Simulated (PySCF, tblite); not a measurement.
# C₅H₉F₃: a rotation path, then NMR shifts on frames

Aim: move C₅H₉F₃ (`FCCCCC(F)F`) away from its starting geometry and see how NMR shifts follow the geometry.

Computed with tblite 0.8.0 and PySCF 2.14.0, with density-fitted response routines of our own, on a single molecule in the gas phase. Atoms count from 0, in the outputs and in this text.

**1. The molecule as given**

17 atoms, charge 0, multiplicity 1; geometry from: GFN2-xTB.

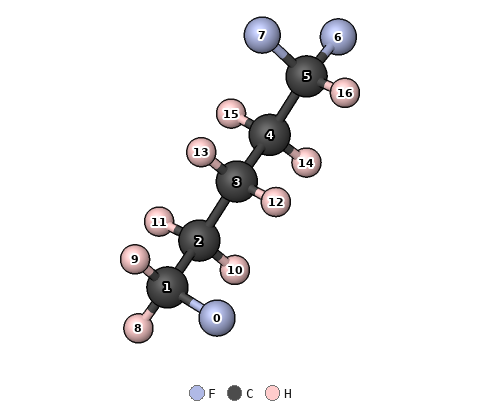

The starting geometry (fluorine light blue, carbon dark grey, hydrogen pink), atoms numbered.

**2. A band between two rotamers with GFN2-xTB**

The job: settings as JSON, then the geometry in Å.

```
{"job": {"kind": "neb", "xc": "GFN2-xTB", "basis": "xTB", "atoms": [3, 4, 5, 6], "turn": 120}, "charge": 0, "multiplicity": 1}
F     -2.451281     1.390594     1.125679
C     -2.500951     0.499714     0.079661
C     -1.317479    -0.455121     0.142916
C      0.005535     0.283777    -0.051349
C      1.197150    -0.667047     0.027352
C      2.505058     0.079292    -0.170186
F      3.563933    -0.758106    -0.036588
F      2.587758     0.588741    -1.424871
H     -3.453503    -0.032348     0.169107
H     -2.488698     1.096243    -0.838402
H     -1.319455    -0.952478     1.114758
H     -1.447929    -1.212266    -0.631534
H      0.097987     1.051447     0.719867
H      0.006916     0.780841    -1.023937
H      1.237339    -1.160758     0.999687
H      1.123112    -1.433425    -0.747347
H      2.647509     0.912930     0.535276
```

Level: GFN2-xTB climbing-image nudged elastic band, gas phase.

Run with:

```bash
$ OMP_NUM_THREADS=1 python probes_run.py task.json out
```

The driver reads the jobs from task.json and runs them one after another.

The program printed:

```text
image   E - E0 / eV
  0       0.0000
  1       0.0220
  2       0.0676
  3       0.1126
  4       0.1340
  5       0.1218
  6       0.0847
  7       0.0454
  8       0.0275
```

Run time: 6.6 s. Hardware: 1 thread of Intel Xeon at 2.50GHz, shared host; peak memory 0.18 GiB.

The final band, with the dihedral C3–C4–C5–F6:

| image | dihedral (°) | energy (eV) | energy (kcal/mol) |
| --- | --- | --- | --- |
| 0 | 177 | 0.000 | 0.0 |
| 1 | 193 | 0.022 | 0.5 |
| 2 | 209 | 0.068 | 1.6 |
| 3 | 224 | 0.113 | 2.6 |
| 4 | 240 | 0.134 | 3.1 |
| 5 | 256 | 0.122 | 2.8 |
| 6 | 271 | 0.085 | 2.0 |
| 7 | 287 | 0.045 | 1.0 |
| 8 | 301 | 0.028 | 0.6 |

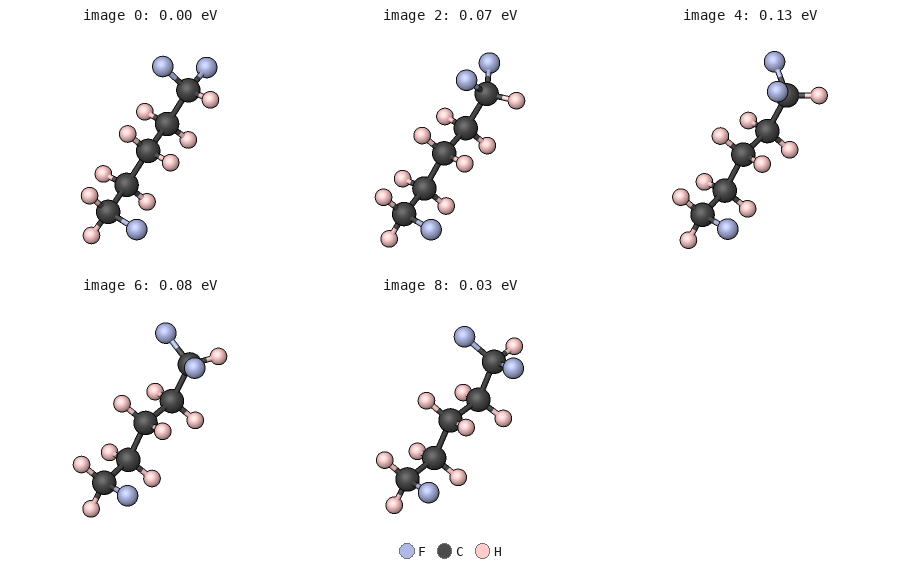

Images along the band.

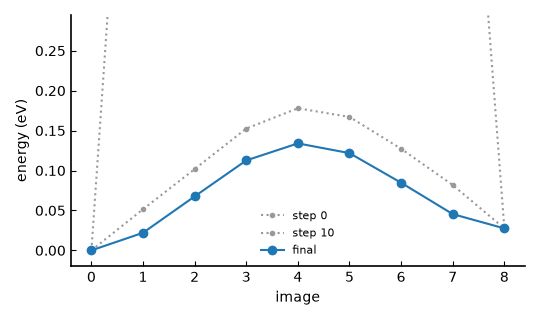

Energy along the band, early and final.

**3. NMR shieldings: image 0, PBE0/pcSseg-1**

The job: settings as JSON, then the geometry in Å.

```
{"job": {"kind": "nmr", "xc": "PBE0", "basis": "pcSseg-1", "pop": false}, "charge": 0, "multiplicity": 1}
F     -2.451300     1.390600     1.125700
C     -2.501000     0.499700     0.079700
C     -1.317500    -0.455100     0.142900
C      0.005500     0.283800    -0.051300
C      1.197200    -0.667000     0.027400
C      2.505100     0.079300    -0.170200
F      3.563900    -0.758100    -0.036600
F      2.587800     0.588700    -1.424900
H     -3.453500    -0.032300     0.169100
H     -2.488700     1.096200    -0.838400
H     -1.319500    -0.952500     1.114800
H     -1.447900    -1.212300    -0.631500
H      0.098000     1.051400     0.719900
H      0.006900     0.780800    -1.023900
H      1.237300    -1.160800     0.999700
H      1.123100    -1.433400    -0.747300
H      2.647500     0.912900     0.535300
```

With the program's defaults for keys left out, this is: GIAO PBE0/pcSseg-1 NMR shielding, non-relativistic, gas phase.

The program printed:

```text
coarse grid: 14272 points
cycle   1  E = -494.7412897562  dE =  8.430e-01  |g| = 7.936e-01  |ddm| = 3.408e+00
cycle   2  E = -494.6616507229  dE =  7.964e-02  |g| = 1.104e+00  |ddm| = 1.102e+00
cycle   3  E = -494.8472321420  dE = -1.856e-01  |g| = 6.170e-02  |ddm| = 6.486e-01
cycle   4  E = -494.8478044028  dE = -5.723e-04  |g| = 3.215e-02  |ddm| = 6.317e-02
cycle   5  E = -494.8480402731  dE = -2.359e-04  |g| = 5.261e-03  |ddm| = 2.948e-02
cycle   6  E = -494.8480460543  dE = -5.781e-06  |g| = 1.531e-03  |ddm| = 5.136e-03
final grid: 139200 points
cycle   7  E = -494.9160241684  dE = -5.296e-05  |g| = 9.394e-03  |ddm| = 2.714e-02
cycle   8  E = -494.9160126619  dE =  1.151e-05  |g| = 1.251e-02  |ddm| = 1.585e-02
cycle   9  E = -494.9160438444  dE = -3.118e-05  |g| = 1.014e-03  |ddm| = 8.638e-03
cycle  10  E = -494.9160440118  dE = -1.674e-07  |g| = 2.368e-04  |ddm| = 8.905e-04
cycle  11  E = -494.9160440203  dE = -8.524e-09  |g| = 6.458e-05  |ddm| = 1.840e-04
cycle  12  E = -494.9160440211  dE = -8.548e-10  |g| = 1.628e-05  |ddm| = 5.692e-05
converged SCF energy = -494.9160440211

GIAO shielding tensors (ppm)
atom      isotropic    diamagn.    paramagn.     s11        s22        s33       span
  0 F      422.474     473.978     -51.503    374.164    433.230    460.029     85.865
  1 C      100.046     239.220    -139.174     64.746     85.536    149.856     85.110
  2 C      150.974     248.319     -97.345    138.748    148.444    165.731     26.983
  3 C      161.862     251.506     -89.644    145.517    167.848    172.222     26.705
  4 C      146.740     249.127    -102.387    127.134    144.250    168.836     41.702
  5 C       62.719     241.829    -179.111     42.552     68.374     77.229     34.677
  6 F      303.484     467.814    -164.329    199.608    335.566    375.280    175.672
  7 F      312.523     473.201    -160.678    221.532    336.706    379.330    157.798
  8 H       26.703      26.608       0.096     21.978     26.978     31.155      9.177
  9 H       27.083      28.237      -1.153     22.825     27.377     31.048      8.223
 10 H       29.898      31.098      -1.201     25.780     29.237     34.676      8.896
 11 H       30.448      31.490      -1.041     25.923     29.828     35.594      9.671
 12 H       29.896      33.132      -3.236     24.530     31.005     34.153      9.624
 13 H       30.348      33.309      -2.961     24.967     31.192     34.884      9.917
 14 H       30.036      31.094      -1.058     25.483     30.248     34.376      8.893
 15 H       29.842      30.803      -0.961     26.178     29.892     33.456      7.278
 16 H       25.605      28.190      -2.585     23.327     25.090     28.398      5.071
```

Wall time 57 s (1 thread of Intel Xeon at 2.50GHz, shared host); peak memory 0.82 GiB.

Shifts follow as δ = σ(reference) − σ, with reference shieldings (ppm) from runs at the same level and on the same kind of geometry: 1H TMS 31.72, 13C TMS 186.9, 19F CFCl3 170.9. The references are single molecules in the gas phase, so shifts against H2O, NH3, PH3, H3PO4 or CFCl3 are not on the usual liquid scales and can be off by tens of ppm. Each atom is listed at this fixed geometry, with no averaging over motion; a spectrum would average atoms that exchange fast.

| atoms | environment | σ (ppm) | δ (ppm) |
| --- | --- | --- | --- |
| C5 | sp3 CH bonded to 2 F | 62.7 | 124.2 |
| C1 | sp3 CH2 bonded to F | 100.0 | 86.9 |
| C4 | sp3 CH2 | 146.7 | 40.2 |
| C2 | sp3 CH2 | 151.0 | 36.0 |
| C3 | sp3 CH2 | 161.9 | 25.1 |
| H16 | hydrogen on an sp3 CH bonded to 2 F | 25.60 | 6.11 |
| H8 | hydrogen on an sp3 CH2 bonded to F | 26.70 | 5.01 |
| H9 | hydrogen on an sp3 CH2 bonded to F | 27.08 | 4.63 |
| H15 | hydrogen on an sp3 CH2 | 29.84 | 1.87 |
| H12 | hydrogen on an sp3 CH2 | 29.90 | 1.82 |
| H10 | hydrogen on an sp3 CH2 | 29.90 | 1.82 |
| H14 | hydrogen on an sp3 CH2 | 30.04 | 1.68 |
| H13 | hydrogen on an sp3 CH2 | 30.35 | 1.37 |
| H11 | hydrogen on an sp3 CH2 | 30.45 | 1.27 |
| F6 | fluorine of a CF2 group | 303.5 | -132.5 |
| F7 | fluorine of a CF2 group | 312.5 | -141.6 |
| F0 | fluorine on an sp3 carbon | 422.5 | -251.5 |

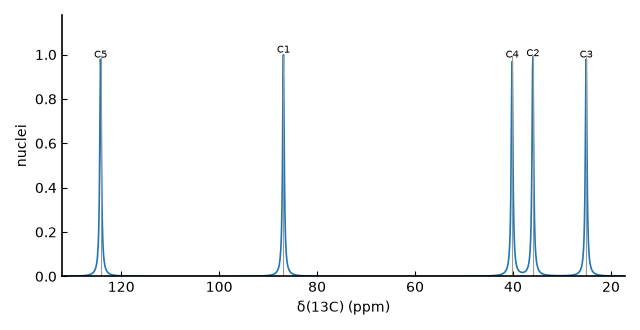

13C lines at the computed shifts, without couplings. Lines are broadened to a width of 0.40 ppm (Lorentzian).

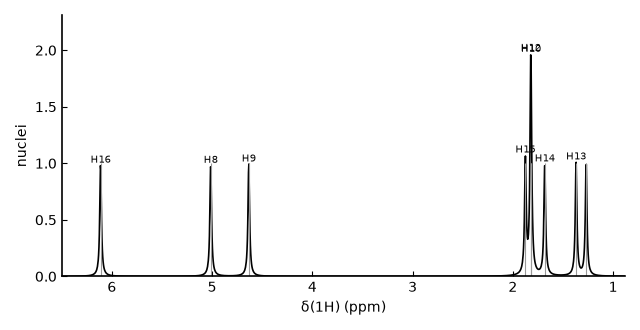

1H lines at the computed shifts, without couplings. Lines are broadened to a width of 0.02 ppm (Lorentzian).

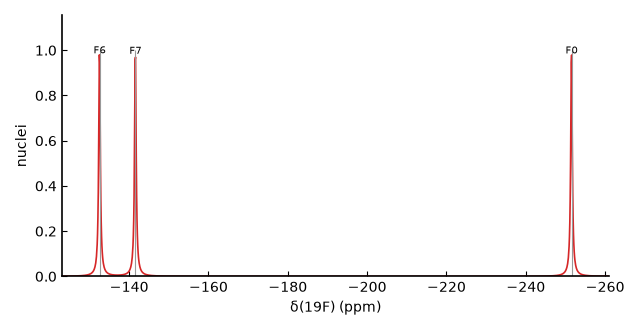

19F lines at the computed shifts, without couplings. Lines are broadened to a width of 0.48 ppm (Lorentzian).

**4. Shielding tensors: image 2, PBE0/pcSseg-1**

The job: settings as JSON, then the geometry in Å.

```
{"job": {"kind": "nmr", "xc": "PBE0", "basis": "pcSseg-1", "pop": false}, "charge": 0, "multiplicity": 1}
F     -2.433500     1.482700     0.975700
C     -2.499100     0.488700     0.028900
C     -1.315100    -0.455400     0.171200
C      0.002800     0.267500    -0.093500
C      1.199400    -0.664000     0.090300
C      2.518500     0.071800    -0.129300
F      3.472800    -0.777700    -0.586200
F      2.404300     1.034300    -1.076600
H     -3.449600    -0.030400     0.189600
H     -2.503700     0.988300    -0.944900
H     -1.311900    -0.867800     1.181800
H     -1.443300    -1.275500    -0.535900
H      0.088100     1.116100     0.587100
H      0.001900     0.653800    -1.114200
H      1.201200    -1.087500     1.095200
H      1.144000    -1.486900    -0.625800
H      2.916200     0.554000     0.776700
```

Level: GIAO PBE0/pcSseg-1 NMR shielding, non-relativistic, gas phase.

The program printed:

```text
coarse grid: 14272 points
cycle   1  E = -494.7378339597  dE =  8.482e-01  |g| = 7.949e-01  |ddm| = 3.407e+00
cycle   2  E = -494.6575191718  dE =  8.031e-02  |g| = 1.107e+00  |ddm| = 1.108e+00
cycle   3  E = -494.8443718715  dE = -1.869e-01  |g| = 6.173e-02  |ddm| = 6.504e-01
cycle   4  E = -494.8449433347  dE = -5.715e-04  |g| = 3.224e-02  |ddm| = 6.364e-02
cycle   5  E = -494.8451798584  dE = -2.365e-04  |g| = 5.251e-03  |ddm| = 2.948e-02
cycle   6  E = -494.8451856212  dE = -5.763e-06  |g| = 1.506e-03  |ddm| = 5.109e-03
final grid: 139200 points
cycle   7  E = -494.9129329987  dE = -5.506e-05  |g| = 9.026e-03  |ddm| = 2.857e-02
cycle   8  E = -494.9129225504  dE =  1.045e-05  |g| = 1.200e-02  |ddm| = 1.517e-02
cycle   9  E = -494.9129511837  dE = -2.863e-05  |g| = 9.961e-04  |ddm| = 8.212e-03
cycle  10  E = -494.9129513443  dE = -1.606e-07  |g| = 2.321e-04  |ddm| = 8.734e-04
cycle  11  E = -494.9129513525  dE = -8.201e-09  |g| = 6.432e-05  |ddm| = 1.856e-04
cycle  12  E = -494.9129513534  dE = -8.370e-10  |g| = 1.629e-05  |ddm| = 5.643e-05
converged SCF energy = -494.9129513534

GIAO shielding tensors (ppm)
atom      isotropic    diamagn.    paramagn.     s11        s22        s33       span
  0 F      422.692     474.172     -51.480    374.691    433.524    459.861     85.170
  1 C      100.399     239.081    -138.682     64.941     85.773    150.483     85.542
  2 C      151.286     248.576     -97.291    139.639    148.846    165.372     25.733
  3 C      163.044     250.898     -87.854    144.988    167.428    176.717     31.729
  4 C      146.701     250.119    -103.417    122.250    145.192    172.661     50.411
  5 C       64.836     238.107    -173.271     42.344     67.669     84.494     42.150
  6 F      299.208     468.114    -168.906    207.996    335.317    354.312    146.317
  7 F      314.617     474.628    -160.011    207.981    332.692    403.179    195.199
  8 H       26.706      26.596       0.111     21.982     26.936     31.201      9.219
  9 H       27.071      28.222      -1.151     22.819     27.301     31.094      8.275
 10 H       30.003      31.188      -1.185     25.777     29.354     34.878      9.100
 11 H       30.488      31.526      -1.038     26.037     29.776     35.651      9.614
 12 H       29.884      32.986      -3.102     24.336     31.208     34.109      9.774
 13 H       30.153      33.195      -3.042     24.535     31.068     34.856     10.321
 14 H       29.931      31.184      -1.253     25.929     29.752     34.112      8.182
 15 H       29.757      31.101      -1.344     25.632     29.931     33.707      8.075
 16 H       25.465      27.161      -1.697     23.486     23.941     28.967      5.481
```

It took 47 s on 1 thread of Intel Xeon at 2.50GHz, shared host; peak memory 0.82 GiB.

In short: δ C5 122.1, C1 86.5, C4 40.2, C2 35.6, H16 6.25, H8 5.01 ppm.

[end of part 1 of 2]
